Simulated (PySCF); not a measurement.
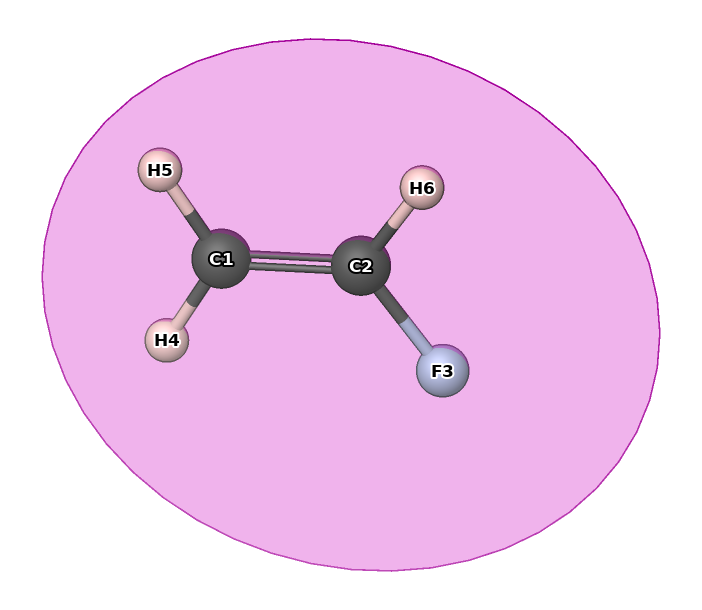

A disc through the centre of mass is drawn in. Depth is shown by fading: the farther an atom, the more it takes the colour of the background. Computed geometry: PBE0-D3(BJ)/def2-SVP optimisation. No frequency run is at hand to confirm it as a minimum.

### Is the plane of the disc a mirror plane of the structure?

Yes. The reflection leaves C1, C2, F3, H4, H5, H6 in place. The point group is Cs.
